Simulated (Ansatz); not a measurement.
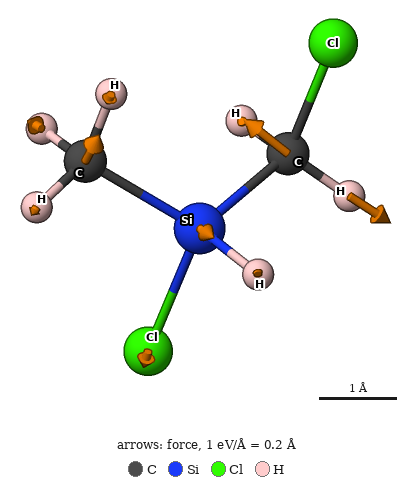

Starting geometry of C₂H₆Cl₂Si (coarse preliminary run) with the computed forces as orange arrows. Style: ball-and-stick. Shown at a tilt.

The start comes from a force field.

The calculation used RKS PBE-D4/def2-SVP (Ansatz).

The input:
```yaml
crystal:
  periodic: [false, false, false]
  atoms:
    - {symbol: C, position_ang: [-1.322800, -0.480200, 0.666800]}
    - {symbol: Si, position_ang: [0.393600, 0.095700, 0.557700]}
    - {symbol: Cl, position_ang: [1.514500, -1.339300, 1.460500]}
    - {symbol: C, position_ang: [1.072300, 0.324800, -1.173700]}
    - {symbol: Cl, position_ang: [0.067500, 1.589500, -1.995500]}
    - {symbol: H, position_ang: [-1.676900, -0.590500, 1.690600]}
    - {symbol: H, position_ang: [-1.509200, -1.362300, 0.104700]}
    - {symbol: H, position_ang: [-1.999200, 0.341800, 0.229200]}
    - {symbol: H, position_ang: [0.601900, 1.353400, 1.399900]}
    - {symbol: H, position_ang: [2.053600, 0.608000, -1.179200]}
    - {symbol: H, position_ang: [0.870200, -0.598000, -1.740200]}
basis:
  gaussian: {orbitals: def2-SVP}
hamiltonian: {xc: pbe, dispersion: d4}
relax: {f_tol: 0.03, max_steps: 200}
```

Run as
```bash
ansatz run in.yaml --threads 4 --pin off --events-out ev --progress --plain --max-ram 10444MiB
```

> What follows when this structure is relaxed?

It isn't relaxed: the largest force vector, on C4, is 3.95 eV/Å. The final displacements follow the starting forces only in part (cosine between the two patterns 0.49). Over 4 geometry steps the energy falls by 36.9 kJ/mol. The largest force component goes from 3.8 to 0.026 eV/Å. Cl3 moves most after the best rigid fit: 0.12 Å. By element the largest moves are Cl 0.12 Å, H 0.09 Å, C 0.07 Å, Si 0.07 Å. Near-neighbour distances that change, for instance: C4–H10 1.021 → 1.108 Å, Si2–Cl3 2.032 → 2.096 Å, C1–Si2 1.814 → 1.873 Å, C1–H7 1.062 → 1.109 Å. Bond angles that change, for instance: H10–C4–H11 113.9° → 108.3°, C1–Si2–C4 115.9° → 110.9°, H6–C1–H8 103.8° → 108.8°. The run took 6 s on 4 threads of Arm Neoverse V2, on a shared host.
